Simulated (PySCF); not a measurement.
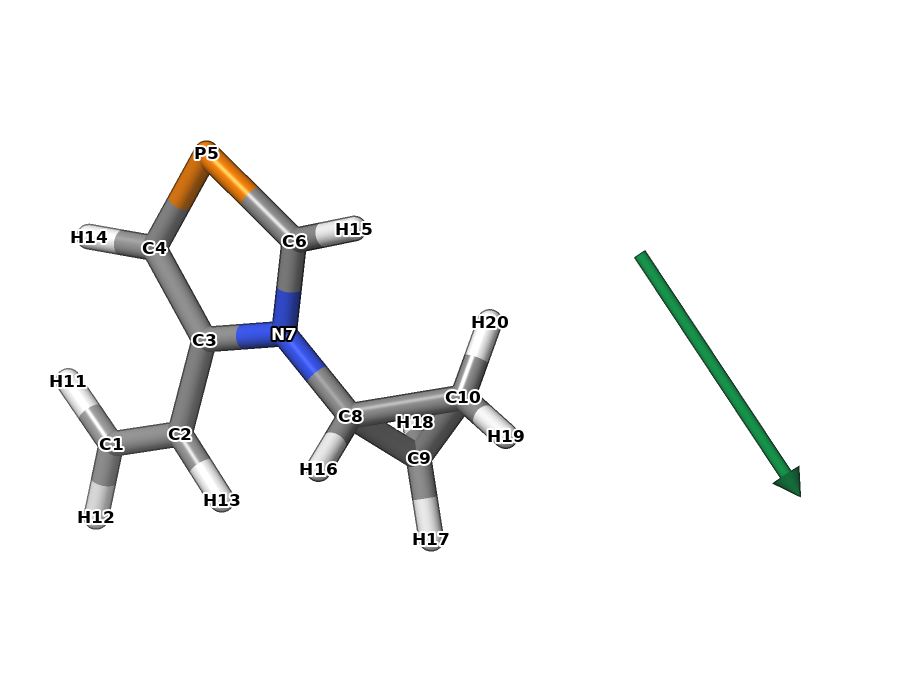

The arrow beside the molecule shows the direction of the dipole moment, from the negative to the positive end (its length means nothing). The geometry was computed by an optimisation with GFN2-xTB. No frequency run is at hand to confirm it as a minimum. Level of theory: PBE0/pcSseg-1, gas phase (PySCF 2.14.0).

> How large is the dipole moment?

3.84 D; it points from the side of P5, H14 to the side of H17 (the outermost atoms at the two ends).

The geometry is semi-empirical. Around P such bond lengths and angles can be off by a tenth of an ångström or more and by several degrees, and values that hang on the shape move with them.
